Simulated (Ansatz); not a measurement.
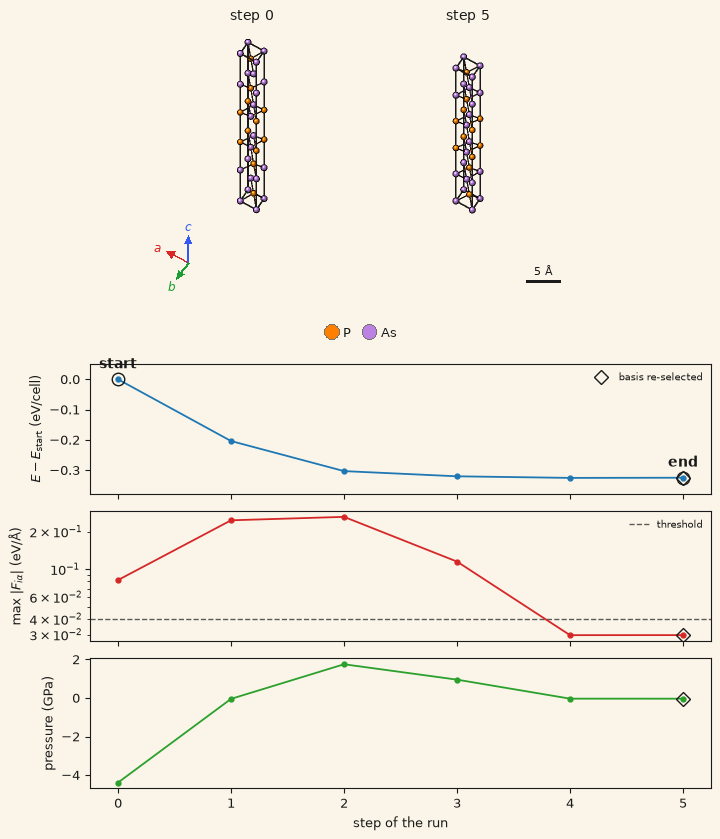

First and last geometry of a relaxation of solid As₃P₂ (built on the tetradymite_166 type) (coarse preliminary run), with the history of the run. The picture is a ball-and-stick view of the conventional cell (3 times the calculation's cell), seen from a free direction. Lengths and directions refer to the drawn axes.

Case: anti-tetradymite type (R-3m, No. 166).

Method: DFT PBE, scalar-relativistic, plane waves, PAW (Ansatz 0.2.0). Settings: plane-wave cutoff 420 eV; k-point mesh 6 × 6 × 6; occupations gaussian; smearing width 0.1 eV; no spin polarisation; cell and atoms relaxed; force threshold 0.04 eV/Å; at most 70 steps.

Did the run converge, and what did it change?

Answer. It converged. The largest moves relative to the cell, 0.13 Å, are those of As atoms. By element the largest moves are As 0.13 Å, P 0.02 Å. Cell: a = b 3.658 → 3.714 Å (+1.5 %), c 25.434 → 22.897 Å (−10.0 %). Volume −7.2 %. Some distances before and after: As–As 3.034 → 2.739 Å, As–P 2.708 → 2.618 Å, As–P 2.564 → 2.595 Å. Among the angles between lasting bonds that change: As–P–As 85.0° → 90.3°, P–As–P 95.0° → 89.7°, P–As–P 85.0° → 90.3°. The space group stays R-3m (No. 166). After 4 accepted moves (5 points after the start) the energy has fallen by 0.325 eV per cell of the calculation. Largest force component: 0.082 eV/Å at the start, 0.03 eV/Å at the end. Pressure: −4.39 GPa at the start and −0.04 GPa at the end. At 1 point the geometry stayed and the basis and grid were re-selected for the new cell (energy shift of 0.6 meV per cell of the calculation at most each time). Cost: 37 s on 1 thread of Arm Neoverse V2, with other jobs on the host, peak memory 0.39 GiB.

```csv
step,"E − E(0), meV/atom","largest force component, eV/Å","pressure, GPa","volume, Å³/atom",note
0,0.00,0.0820,-4.39,19.648,
1,-40.73,0.2469,-0.05,18.350,
2,-60.58,0.2630,1.75,17.886,
3,-64.01,0.1153,0.95,18.037,
4,-65.06,0.0297,-0.03,18.236,
5,-64.94,0.0297,-0.04,18.236,"same geometry, new basis"
```
